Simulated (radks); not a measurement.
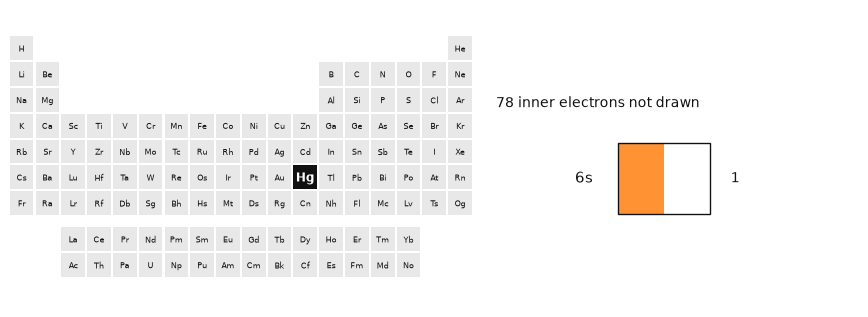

Fig. 1: Left, the place of mercury in the periodic table; right, the outer shells as the input fills them: a box for each of the 2l + 1 orbitals, shaded by the share of the shell that is filled, with the electron count at the right.

Hg⁺: atomic calculation

- system: Hg⁺, configuration [Xe] 4f14 5d10 6s1.
- method: scalar-relativistic Kohn-Sham, r2SCAN, spin-polarised, spherical densities, finite nucleus (radks)

**What the run reported**

```
                   quantity                                                                 value
                    outcome                                                         not converged
               total energy                                                   −19619.7924 hartree
             kinetic energy                                                    22014.0112 hartree
    electron–nucleus energy                                                   −48844.3678 hartree
             Hartree energy                                                     7581.2864 hartree
exchange–correlation energy                                                   −370.722145 hartree
             SCF iterations                                                                    57
                   hardware  1 thread of Arm Neoverse V2, 23 GiB of memory available, shared host
                  wall time                                                                 1.1 s
```

**What went wrong**

A numerical setting was moved from its usual value: mixing history nhist = 1, mixing factor beta = 0.05. The run did not meet its convergence test in 57 iterations, so its last values are not results.

**Input file**
```
Z 80
configuration [Xe] 4f14 5d10 6s1
relativity scalar-relativistic
functional r2scan,r2scan
spin polarised
nucleus finite rms 5.4648 fm
c 137.035999084
history 1
mixing 0.05
max_iterations 57
```

Energies in input and log are in hartree, lengths in bohr (the nuclear radius in fm).

Launched within a batch (the task file carries these settings):
```bash
python <driver script> task.json out
```

**Output**
```
1s      1   1.0000       -3059.32825972
2s      1   1.0000        -543.57305749
2p      1   3.0000        -468.89891156
3s      1   1.0000        -129.60842532
3p      1   3.0000        -107.93362914
3d      1   5.0000         -85.02459301
4s      1   1.0000         -29.01550604
4p      1   3.0000         -21.87872850
4d      1   5.0000         -13.35265597
4f      1   7.0000          -3.91421007
5s      1   1.0000          -4.77193739
5p      1   3.0000          -2.85709872
5d      1   5.0000          -0.72626618
6s      1   1.0000          -0.57789521
1s      2   1.0000       -3059.32747664
2s      2   1.0000        -543.57314070
2p      2   3.0000        -468.89887195
3s      2   1.0000        -129.60800475
3p      2   3.0000        -107.93321709
3d      2   5.0000         -85.02433478
4s      2   1.0000         -29.01448847
4p      2   3.0000         -21.87755535
4d      2   5.0000         -13.35127516
4f      2   7.0000          -3.91277927
5s      2   1.0000          -4.77077543
5p      2   3.0000          -2.85529235
5d      2   5.0000          -0.71038518
6s      2   0.0000          -1.51960302
Etot -19619.79242217786
Ekin 22014.011154481384
Encl -48844.36782271344
Eh 7581.286391540187
Exc -370.7221454859931
err 0.2299396751939608
it 57
```
